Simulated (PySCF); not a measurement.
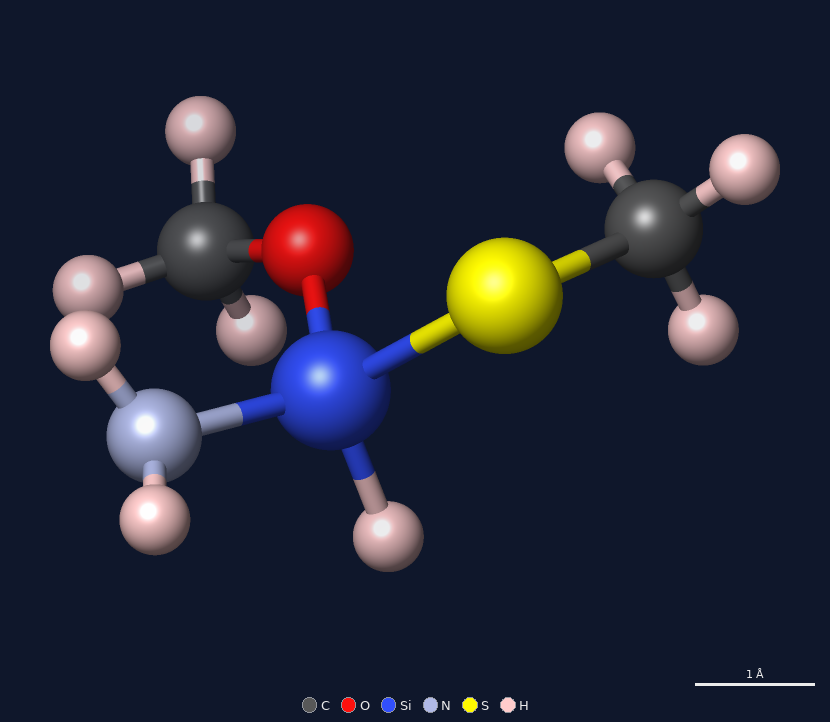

The picture shows a molecular structure as a ball-and-stick model.

The computed structure is the end point of a GFN2-xTB optimisation. No frequency run is at hand to confirm it as a minimum.

What does the picture show?

Formula C₂H₉NOSSi. SMILES: `CO[Si@H](N)SC`. It has no ring. Among its groups: Si–H bond, Si–O bond, Si–N bond. This geometry has C1 symmetry. Coordination, clear cases only: 2 C tetrahedral; 1 O bent; 1 Si tetrahedral; 1 S bent.

The parts below concern this one geometry. Atoms keep their numbers from picture to picture.

NMR shielding

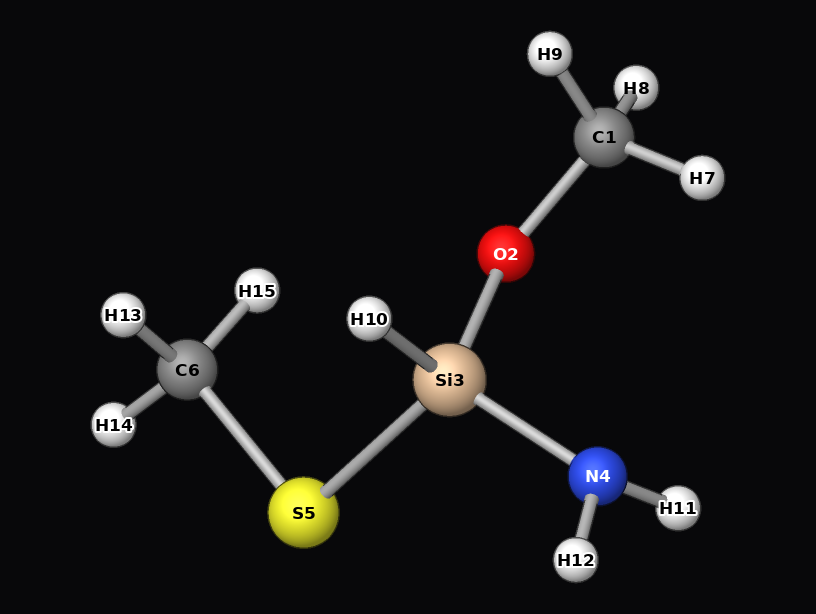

The questions are on isotropic NMR shieldings of the C atoms. No frequency run is at hand to confirm it as a minimum. Method: GIAO PBE0/pcSseg-1 NMR shielding, non-relativistic, gas phase (PySCF 2.14.0).

List the isotropic NMR shieldings of the C atoms.

| atom | σ (ppm) |
| --- | --- |
| C1 | 134.3 |
| C6 | 174.8 |

Electronic properties

No frequency run is at hand to confirm it as a minimum. Level of theory: PBE0/def2-SVPD, gas phase (PySCF 2.14.0). Excitations: vertical, linear response.

Computed properties:

- dipole moment: 1.53 D
- HOMO energy (Kohn–Sham orbital): −6.63 eV
- LUMO energy (Kohn–Sham orbital): 0.20 eV
- HOMO–LUMO gap: 6.84 eV
- mean static polarisability: 84.2 bohr³
- lowest vertical singlet excitation: 5.46 eV
- its oscillator strength: 0.001
- brightest of the 6 lowest singlets: 6.51 eV
- its oscillator strength: 0.04

Quadrupole coupling

No frequency run is at hand to confirm it as a minimum. Electric field gradients from the ground-state density, PBE0/pcSseg-1 (PySCF 2.14.0), non-relativistic apart from any core potentials.

Give the largest field-gradient component, the quadrupole coupling constant and the asymmetry for 17O at O2 (Q = −25.6 mb), 14N at N4 (Q = 20.44 mb), 33S at S5 (Q = −67.81 mb), 2H at H7 (Q = 2.86 mb), 2H at H8 (Q = 2.86 mb).

| atom | V_zz (a.u.) | e²qQ/h (MHz) | η |
| --- | --- | --- | --- |
| O2 | 1.729 | −10.40 | 0.35 |
| N4 | −0.875 | −4.20 | 0.36 |
| S5 | −2.199 | 35.0 | 0.98 |
| H7 | 0.298 | 0.200 | 0.09 |
| H8 | 0.302 | 0.203 | 0.07 |

The geometry is semi-empirical. Around Si such bond lengths and angles can be off by a tenth of an ångström or more and by several degrees, and values that hang on the shape move with them.
